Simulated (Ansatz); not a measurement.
A series of calculations on C2H7BN2

**1. Relaxation**

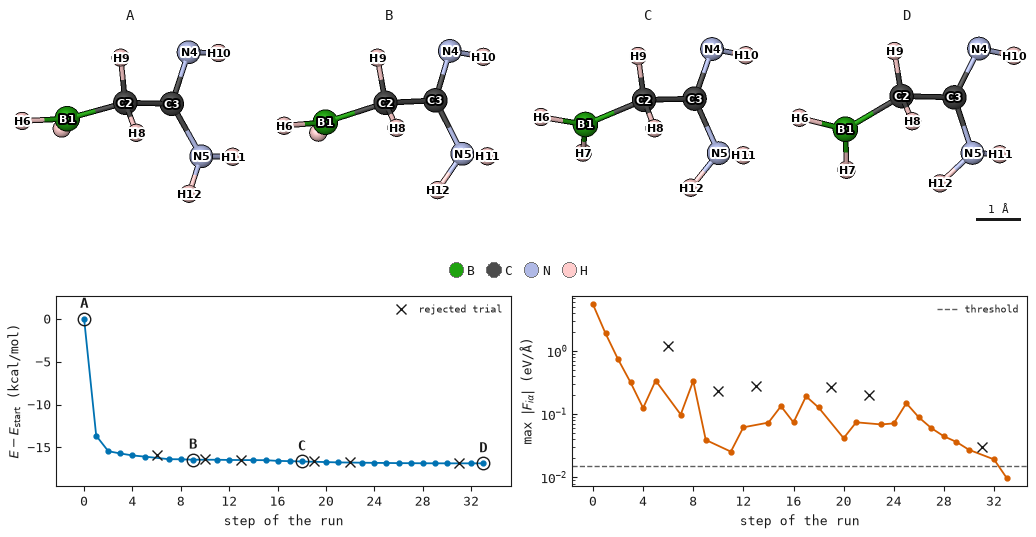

Frames of a relaxation of C2H7BN2, marked on the history of the run. A ball-and-stick model, seen at a tilt.

The run prepares an end point of a later path (torsion) calculation, from a guessed geometry.

The calculation used Ansatz, RKS PBE-D4/cc-pVDZ.

Input
```yaml
crystal:
  periodic: [false, false, false]
  atoms:
    - { symbol: B, position_ang: [-1.3164, 0.9926, 0.7104] }
    - { symbol: C, position_ang: [-0.1346, 0.0805, 1.015] }
    - { symbol: C, position_ang: [0.6298, -0.1863, -0.2401] }
    - { symbol: "N", position_ang: [1.7646, 0.5608, -0.508] }
    - { symbol: "N", position_ang: [0.2571, -1.2312, -1.1424] }
    - { symbol: H, position_ang: [-2.1013, 1.366, 1.5663] }
    - { symbol: H, position_ang: [-1.5315, 1.4412, -0.3928] }
    - { symbol: H, position_ang: [-0.4731, -0.8551, 1.4272] }
    - { symbol: H, position_ang: [0.5143, 0.5837, 1.8258] }
    - { symbol: H, position_ang: [2.2572, 0.4022, -1.3468] }
    - { symbol: H, position_ang: [0.7799, -1.4137, -1.9802] }
    - { symbol: H, position_ang: [-0.5689, -1.7959, -0.9004] }
basis:
  gaussian: { orbitals: cc-pVDZ }
hamiltonian:
  xc: pbe
  dispersion: d4
relax:
  f_tol: 0.015
  max_steps: 40
```

Run as
```bash
ansatz run input.yaml --threads 2 --pin off --max-ram 3072MiB --backend cpu --events-out ev --progress --plain --runs-dir out
```

### Describe the path.

The energy falls by 16.9 kcal/mol in 27 accepted moves (33 points after the start). Largest force component: 5.5 eV/Å at the start, 0.0099 eV/Å at the end. The line search rejected the trial steps at points 6, 10, 13, 19, 22, 31 of the run. H7 moves most after the best rigid fit: 1.08 Å. Largest moves by element: H 1.08 Å, N 0.44 Å, B 0.26 Å, C 0.21 Å. Some distances before and after: C3–N4 1.385 → 1.292 Å, N4–H10 0.986 → 1.039 Å, C2–H8 1.077 → 1.129 Å, C2–H9 1.154 → 1.107 Å. Among the angles between lasting bonds that change: B1–C2–H8 110.7° → 98.2°, B1–C2–C3 109.6° → 120.2°, C3–N4–H10 119.2° → 109.8°. Groups turn about B1–C2 by about 25°, C2–C3 by about 25°. From step 0 to 9: H12 moves most (0.33 Å), energy −16.4 kcal/mol. From step 9 to 18: H7 moves most (0.50 Å), energy −0.21 kcal/mol. From step 18 to 33: H7 moves most (0.51 Å), energy −0.22 kcal/mol.

```
step  E − E(0), kcal/mol  largest force component, eV/Å      note
   0                0.00                         5.5256          
   1              -13.64                         1.9206          
   2              -15.45                         0.7466          
   3              -15.71                         0.3206          
   4              -15.94                         0.1261          
   5              -16.08                         0.3428          
   6              -15.85                         1.2074  rejected
   7              -16.38                         0.0993          
   8              -16.39                         0.3380          
   9              -16.44                         0.0393          
  10              -16.41                         0.2360  rejected
  11              -16.45                         0.0256          
  12              -16.47                         0.0623          
  14              -16.49                         0.0740          
  15              -16.49                         0.1346          
  16              -16.58                         0.0745          
  17              -16.61                         0.1932          
  18              -16.65                         0.1284          
  20              -16.72                         0.0419          
  21              -16.75                         0.0748          
  22              -16.73                         0.2003  rejected
  23              -16.79                         0.0692          
  25              -16.82                         0.1501          
  26              -16.84                         0.0896          
  27              -16.85                         0.0604          
  28              -16.85                         0.0449          
  29              -16.86                         0.0365          
  31              -16.86                         0.0300  rejected
  32              -16.86                         0.0193          
  33              -16.86                         0.0099
```

**2. Relaxation**

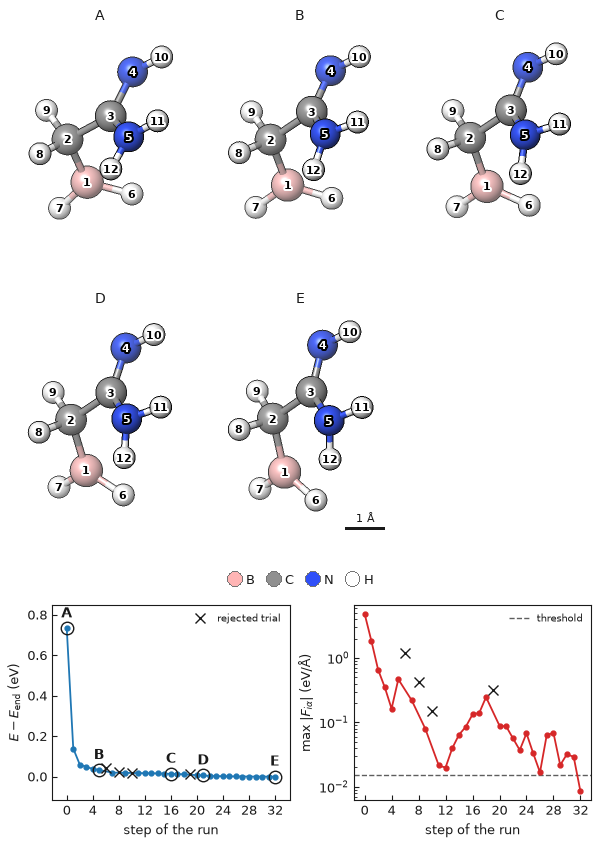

Frames of a relaxation of C2H7BN2, marked on the history of the run. The picture is a ball-and-stick view, seen from a free direction.

The run prepares an end point of a later path (torsion) calculation, from a guessed geometry.

Theory: RKS PBE-D4/cc-pVDZ in Ansatz 0.2.0. Set-up: no spin polarisation; force threshold 0.015 eV/Å; at most 40 steps.

Question: Describe the path.

Answer: The largest move after the best rigid fit is that of H6, 1.06 Å. Largest moves by element: H 1.06 Å, N 0.43 Å, B 0.27 Å, C 0.21 Å. Near-neighbour distances that change, for instance: C3–N4 1.385 → 1.292 Å, N4–H10 0.986 → 1.039 Å, C2–H8 1.077 → 1.129 Å, C2–H9 1.154 → 1.107 Å. Bond angles that change, for instance: B1–C2–H8 110.7° → 98.1°, B1–C2–C3 109.6° → 120.2°, C3–N4–H10 119.2° → 109.9°. Groups turn about B1–C2 by about 25°, C2–C3 by about 25°. Over 28 accepted moves (32 points after the start) the energy falls by 0.733 eV. Largest force component: 4.9 eV/Å at the start, 0.0085 eV/Å at the end. The line search rejected the trial steps at points 6, 8, 10, 19 of the run. The run took 69 s on 2 threads of Intel(R) Xeon(R) Platinum 8259CL CPU @ 2.50GHz (Skylake/Cascade Lake) (shared host), peak memory 0.16 GiB. From step 0 to 5: H12 moves most (0.17 Å), energy −0.700 eV. From step 5 to 16: H6 moves most (0.35 Å), energy −0.018 eV. From step 16 to 21: H6 moves most (0.34 Å), energy −0.008 eV. From step 21 to 32: H6 moves most (0.32 Å), energy −0.006 eV.

**3. Path**

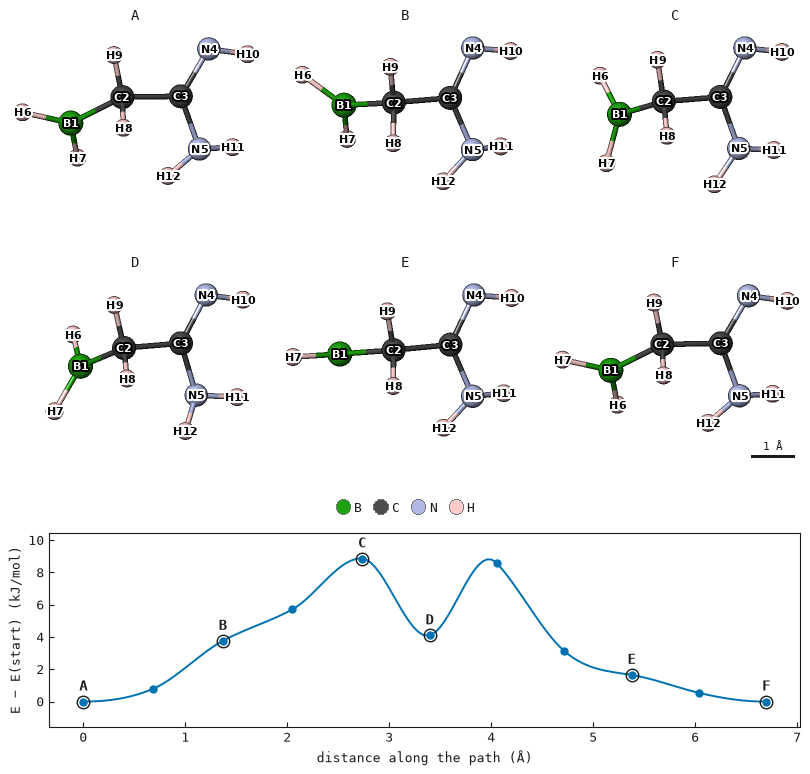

A search for the minimum-energy path of C$_{2}$H$_{7}$BN$_{2}$ by the nudged elastic band. Images are numbered from 0 (start) to 10 (end). Frames A to F are images 0, 2, 4, 5, 8, 10. Style: ball-and-stick. Shown at a tilt.

Computed with Ansatz 0.2.0, RKS PBE-D4/cc-pVDZ. Settings: 9 movable images; climbing image; force threshold 0.03 eV/Å; iteration limit 60; starting path through a guess of the saddle point.

Question: Read off the barrier and say what moves.

Answer: The barrier is about 8.9 kJ/mol in both directions, with image 4 at the top; the ends have the same energy. The profile has 2 maxima (images 4, 6) with a dip at image 5 (+4.1 kJ/mol), so the process runs in steps. The path has more than one stage, and so few images may leave a stage unresolved. No bond forms or breaks between the ends. Among the angles between lasting bonds that change up to the highest image: B1–C2–C3 120.2° → 103.1°, B1–C2–H8 98.2° → 113.8°. The band converged in 22 iterations. The largest component of the band force went from 40 to 0.018 eV/Å. The climbing image converged on the top of the path. Its vibrational analysis gives one imaginary mode (321i cm⁻¹), as a transition state must have.
